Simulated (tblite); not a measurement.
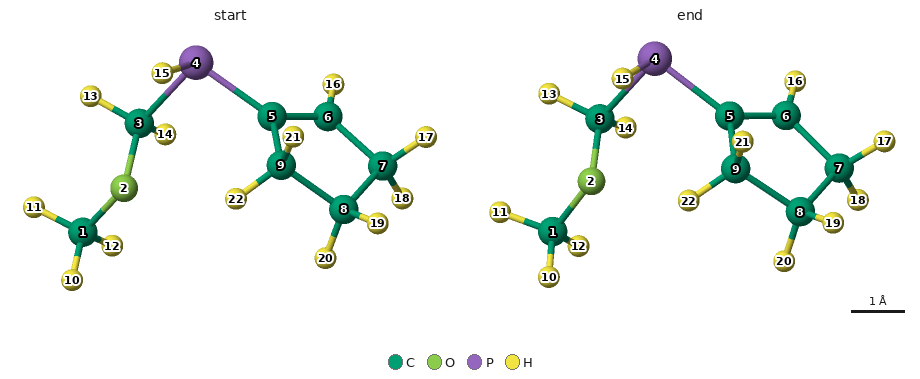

The structure of C7H13OP before (left) and after (right) a relaxation, at one scale.

The picture is a ball-and-stick view, seen at a tilt.

The calculation used GFN2-xTB geometry optimisation, gas phase (tblite). 

Describe what moved and what it gained.

Answer. The energy falls by 13.3 kJ/mol in 85 geometry steps. The largest move after the best rigid fit is that of H10, 0.39 Å. By element the largest moves are H 0.39 Å, C 0.23 Å, O 0.19 Å, P 0.08 Å. Some distances before and after: O2–C3 1.433 → 1.402 Å, P4–H15 1.425 → 1.397 Å, C1–O2 1.425 → 1.404 Å, C5–C9 1.487 → 1.505 Å. Bond angles that change, for instance: O2–C3–P4 115.5° → 108.3°, C5–P4–H15 99.0° → 94.9°, C3–P4–C5 100.9° → 97.8°.
